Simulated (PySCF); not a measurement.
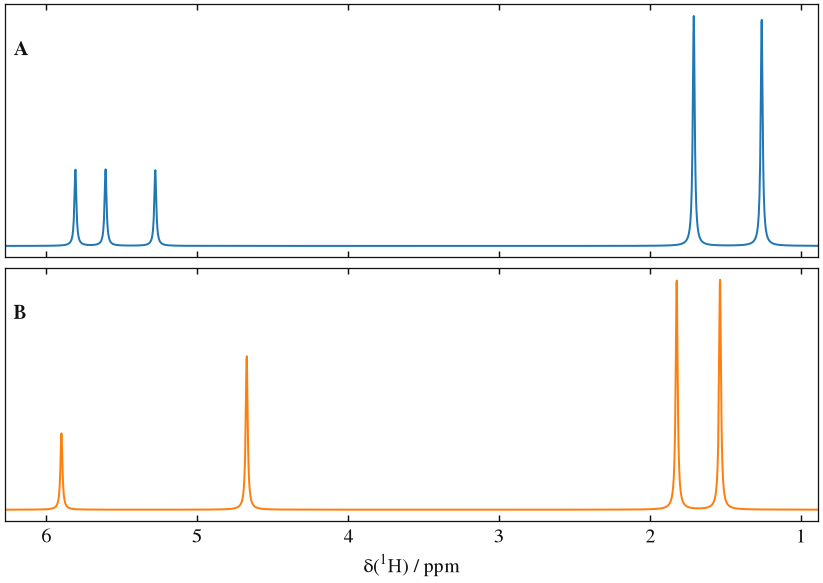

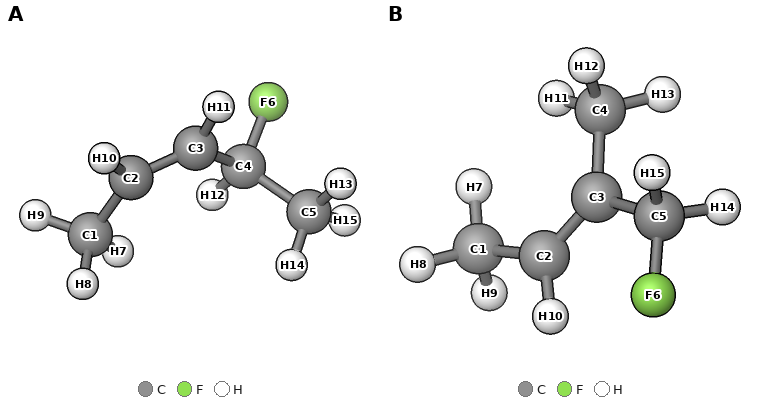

Related molecules: A is C₅H₉F, SMILES C/C=C\[C@H](C)F; B is C₅H₉F, SMILES C/C=C(\C)CF. GIAO ¹H shifts against TMS, PBE0/pcSseg-1 with PySCF, at a PBE0-D3(BJ)/def2-SVP geometry (no frequency check); fully decoupled, line heights follow the number of nuclei within a panel, widths are arbitrary (no quadrupolar broadening); values of one conformer, averaged over methyl-type rotors and exact or near symmetry; other conformers aren't averaged in.

Question: Assign the ¹H signals of each molecule.

Answer: A: 5.81 (H11); 5.61 (H10); 5.28 (H12); 1.71 (H7, H8, H9); 1.26 (H13, H14, H15)
B: 5.90 (H10); 4.67 (H14, H15); 1.82 (H7, H8, H9); 1.54 (H11, H12, H13)
